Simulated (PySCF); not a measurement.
# Two runs on C2H6OSSi

System: C2H6OSSi.
Method of the first run: GIAO LC-wPBE/pcSseg-1 NMR shielding, non-relativistic, gas phase (PySCF 2.14.0).

The geometry comes from this level: GFN2-xTB. Text and figures count atoms from 1; the logs count them from 0 in places.

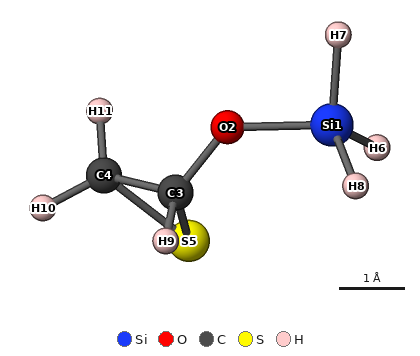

Fig. 1: The input geometry (ball-and-stick view, seen at a tilt; atoms are numbered from 1 in the order of the input). Bond lengths as drawn: C–C 1.48 Å, C–H 1.08 to 1.09 Å, C–O 1.35 Å, C–S 1.80 to 1.82 Å, H–Si 1.45 to 1.46 Å and O–Si 1.64 Å.

**Input file, the first run**
```
{"job": {"kind": "nmr", "xc": "LC-wPBE", "basis": "pcSseg-1", "pop": true}, "charge": 0, "multiplicity": 1}
Si     1.924873     0.442400    -0.017155
O      0.375638     0.253518     0.478361
C     -0.599317    -0.551899     0.013763
C     -1.984977    -0.037344    -0.061918
S     -1.222508    -0.306516    -1.673526
H      1.959019     0.897003    -1.404778
H      2.312180     1.438554     0.965903
H      2.639336    -0.830994     0.096295
H     -0.452568    -1.605817     0.246234
H     -2.806716    -0.698673     0.177539
H     -2.139536     1.002439     0.193238
```

The first line tells a small driver script what to run in PySCF; the rest is the geometry in Å.

Launched with:
```bash
OMP_NUM_THREADS=1 python <driver script> task.json out
```

Hardware: 1 CPU thread, shared host.

**Output (the first run)**
```
coarse grid: 10232 points
cycle   1  E = -842.2094789266  dE =  8.756e-01  |g| = 7.220e-01  |ddm| = 2.981e+00
cycle   2  E = -842.2229706672  dE = -1.349e-02  |g| = 7.591e-01  |ddm| = 9.906e-01
cycle   3  E = -842.3207318830  dE = -9.776e-02  |g| = 5.401e-02  |ddm| = 4.472e-01
cycle   4  E = -842.3214400387  dE = -7.082e-04  |g| = 3.201e-02  |ddm| = 9.222e-02
cycle   5  E = -842.3216903620  dE = -2.503e-04  |g| = 9.292e-03  |ddm| = 4.192e-02
cycle   6  E = -842.3217185311  dE = -2.817e-05  |g| = 2.031e-03  |ddm| = 1.597e-02
cycle   7  E = -842.3217212958  dE = -2.765e-06  |g| = 8.565e-04  |ddm| = 6.118e-03
final grid: 89528 points
cycle   8  E = -842.3781933189  dE = -3.606e-05  |g| = 7.629e-03  |ddm| = 2.171e-02
cycle   9  E = -842.3781950332  dE = -1.714e-06  |g| = 5.596e-03  |ddm| = 7.965e-03
cycle  10  E = -842.3782005977  dE = -5.565e-06  |g| = 8.039e-04  |ddm| = 4.233e-03
cycle  11  E = -842.3782007335  dE = -1.358e-07  |g| = 1.643e-04  |ddm| = 6.592e-04
cycle  12  E = -842.3782007437  dE = -1.022e-08  |g| = 1.002e-04  |ddm| = 3.448e-04
cycle  13  E = -842.3782007466  dE = -2.849e-09  |g| = 1.849e-05  |ddm| = 1.383e-04
cycle  14  E = -842.3782007469  dE = -3.024e-10  |g| = 6.907e-06  |ddm| = 7.013e-05
converged SCF energy = -842.3782007469

GIAO shielding tensors (ppm)
atom      isotropic    diamagn.    paramagn.     s11        s22        s33       span
  0 Si     385.244     879.661    -494.417    342.221    353.008    460.503    118.282
  1 O      306.471     397.995     -91.523    233.563    340.612    345.238    111.675
  2 C      125.035     243.651    -118.617     78.392    117.920    178.793    100.400
  3 C      163.825     253.429     -89.604    136.849    168.102    186.523     49.673
  4 S      693.999    1055.858    -361.859    247.867    729.093   1105.037    857.170
  5 H       27.071      29.401      -2.330     23.233     26.481     31.500      8.267
  6 H       27.179      29.440      -2.261     23.254     25.368     32.915      9.661
  7 H       27.048      29.313      -2.265     23.765     25.102     32.278      8.513
  8 H       26.776      29.210      -2.434     19.634     26.286     34.408     14.775
  9 H       29.521      28.928       0.593     23.465     25.436     39.662     16.198
 10 H       29.329      30.044      -0.715     24.006     26.310     37.671     13.665
```

The second run used a changed input.

**The two runs side by side**

| quantity | the first run | the second run |
| --- | --- | --- |
| outcome | converged | converged |
| total energy (hartree) | −842.378201 | −842.236813 |
| HOMO (eV) | −9.49 | −6.69 |
| LUMO (eV) | 2.36 | 0.11 |
| dipole moment (D) | 1.33 | 1.34 |
| shielding of Si1 (ppm) | 385.2 | 384.4 |
| shielding of O2 (ppm) | 306.5 | 289.5 |
| shielding of C3 (ppm) | 125.0 | 118.6 |
| shielding of C4 (ppm) | 163.8 | 158.3 |
| shielding of S5 (ppm) | 694.0 | 690.2 |
| shielding of H6 (ppm) | 27.1 | 26.9 |
| shielding of H9 (ppm) | 26.8 | 26.5 |
| SCF iterations | 14 | 13 |
| basis functions | 129 | 129 |
| wall time (shared host) | 17 s | 11 s |

What was changed in the input?

The change (lines with − go, lines with + come):
```diff
-"xc": "LC-wPBE"
+"xc": "PBE0"
-"pop": true
```

The total energies belong to different methods, so their difference says nothing on which is more stable or more accurate. The HOMO goes from −9.49 to −6.69 eV. The LUMO goes from 2.36 to 0.11 eV. Of all shieldings, the largest change is that of O2, by −17.0 ppm. The functional changes from LC-wPBE to PBE0. The SCF takes 13 iterations against 14.

**Output (the second run)**
```
coarse grid: 10232 points
cycle   1  E = -842.1254503694  dE =  6.991e-01  |g| = 6.219e-01  |ddm| = 3.061e+00
cycle   2  E = -842.0382153020  dE =  8.724e-02  |g| = 9.410e-01  |ddm| = 1.159e+00
cycle   3  E = -842.1940582465  dE = -1.558e-01  |g| = 8.094e-02  |ddm| = 7.697e-01
cycle   4  E = -842.1952154121  dE = -1.157e-03  |g| = 4.160e-02  |ddm| = 1.357e-01
cycle   5  E = -842.1956278971  dE = -4.125e-04  |g| = 1.125e-02  |ddm| = 5.239e-02
cycle   6  E = -842.1956564449  dE = -2.855e-05  |g| = 2.910e-03  |ddm| = 1.181e-02
cycle   7  E = -842.1956584285  dE = -1.984e-06  |g| = 7.940e-04  |ddm| = 3.579e-03
final grid: 89528 points
cycle   8  E = -842.2367911652  dE = -1.013e-05  |g| = 1.030e-02  |ddm| = 1.982e-02
cycle   9  E = -842.2367622317  dE =  2.893e-05  |g| = 1.534e-02  |ddm| = 1.915e-02
cycle  10  E = -842.2368128144  dE = -5.058e-05  |g| = 5.770e-04  |ddm| = 1.249e-02
cycle  11  E = -842.2368128976  dE = -8.323e-08  |g| = 1.912e-04  |ddm| = 8.408e-04
cycle  12  E = -842.2368129047  dE = -7.101e-09  |g| = 6.192e-05  |ddm| = 2.078e-04
cycle  13  E = -842.2368129054  dE = -7.462e-10  |g| = 1.517e-05  |ddm| = 7.638e-05
converged SCF energy = -842.2368129054

GIAO shielding tensors (ppm)
atom      isotropic    diamagn.    paramagn.     s11        s22        s33       span
  0 Si     384.444     879.827    -495.382    342.868    351.872    458.592    115.724
  1 O      289.518     397.741    -108.222    206.498    326.714    335.343    128.845
  2 C      118.608     243.647    -125.039     68.596    112.073    175.156    106.560
  3 C      158.292     253.727     -95.436    132.006    159.883    182.986     50.980
  4 S      690.230    1055.576    -365.346    267.414    710.175   1093.102    825.687
  5 H       26.877      29.264      -2.387     23.096     26.300     31.236      8.140
  6 H       27.058      29.397      -2.338     23.150     25.296     32.729      9.579
  7 H       26.864      29.192      -2.328     23.590     24.906     32.094      8.503
  8 H       26.457      29.012      -2.555     19.127     26.230     34.014     14.887
  9 H       29.377      28.952       0.425     23.296     25.479     39.356     16.060
 10 H       29.225      30.090      -0.865     23.849     26.491     37.334     13.485
```
